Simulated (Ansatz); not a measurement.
## Electronic structure of ClH$_{3}$S$_{2}$Si (SMILES S[SiH](S)Cl) in real space

Input

```
crystal:
  periodic: [false, false, false]
  atoms:
    - {symbol: S, position_ang: [-0.763720, 1.049611, -1.542156]}
    - {symbol: Si, position_ang: [-0.061273, 0.011360, 0.164934]}
    - {symbol: S, position_ang: [1.915165, -0.547663, -0.357195]}
    - {symbol: Cl, position_ang: [-1.162454, -1.660207, 0.629244]}
    - {symbol: H, position_ang: [-1.674499, 1.745612, -0.839407]}
    - {symbol: H, position_ang: [-0.152570, 0.879387, 1.357082]}
    - {symbol: H, position_ang: [1.960651, -1.545999, 0.541898]}
basis:
  gaussian: {orbitals: def2-TZVPP}
hamiltonian: {xc: pbe0, dispersion: d4}
output: {orbitals: {seedname: orbitals}}
```

Launched as:

```sh
ansatz run in.yaml --threads 2 --pin off --events-out ev --progress --plain --max-ram 4352MiB
```

Geometry: PBE0-D4/def2-TZVP.

All numbers below come from RKS PBE0-D4/def2-TZVPP (Ansatz).

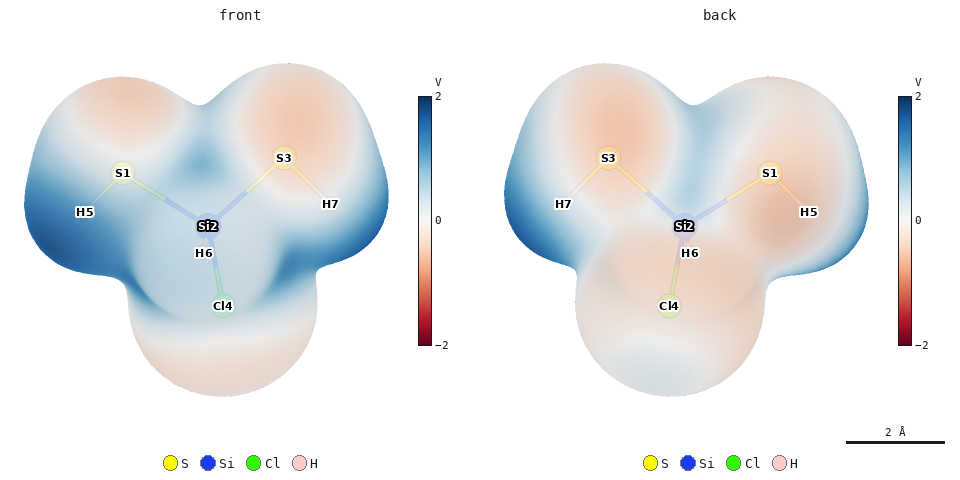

Figure 1. The molecular electrostatic potential painted on the density surface at 0.002 e/bohr³, seen from the front and from behind; the colour scale runs from red (negative) to blue (positive).

### Where is the surface potential most negative and most positive?

The most negative region (about −0.6 V) lies over S1 and S3, the most positive (about +1.7 V) over H5. Cl4 shows a σ-hole: about +0.2 V at the tip opposite its bond, against about −0.2 V on its flanks.

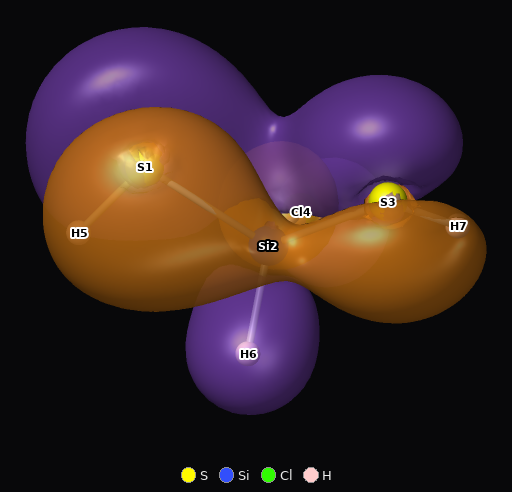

Figure 2. The HOMO−1 at ±0.06 Å⁻³ᐟ² (orange and purple are the two phases), seen from one side.

### Describe this orbital and give its energy.

It lies mainly on S1 (about 60 %), S3 (about 15 %) and Cl4 (about 5 %). Its energy is −8.04 eV.

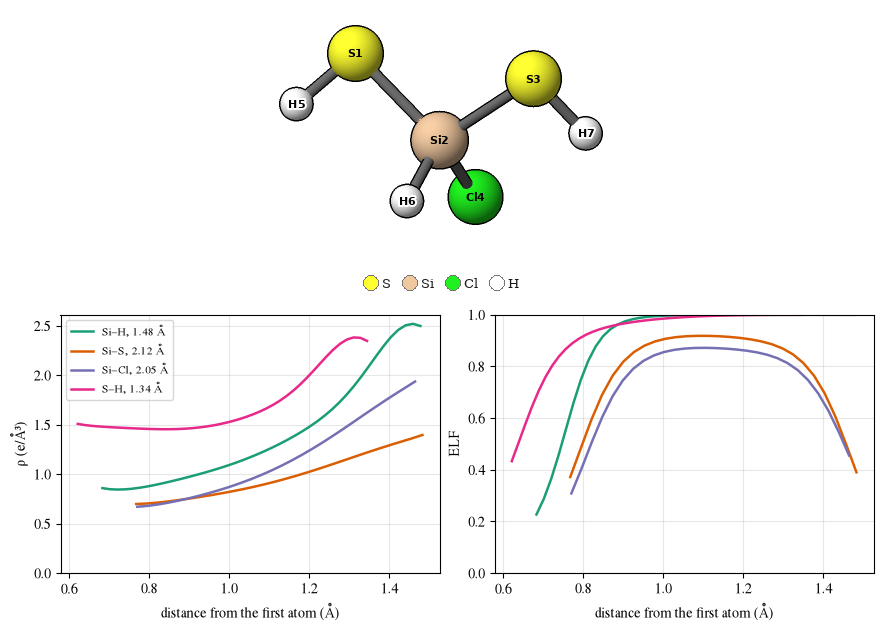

Figure 3. Total electron density and electron localisation function along straight lines between neighbouring atoms. The curves leave out the atomic cores. The structure is drawn too.

### Compare the contacts.

Si–H (1.48 Å): ρ is about 0.85 e/Å³ halfway; the ELF climbs to about 1 towards the hydrogen, as it does in any bond to H.
Si–S (2.12 Å): the density is about 0.87 e/Å³ at the midpoint; the ELF peaks at about 0.90 between the atoms (a covalent bond).
Si–Cl (2.05 Å): the density is about 0.91 e/Å³ at the midpoint; the ELF peaks at about 0.85 between the atoms (a shared but strongly polarised pair).
S–H (1.34 Å): ρ at the midpoint is about 1.5 e/Å³; the ELF climbs to about 1 towards the hydrogen.
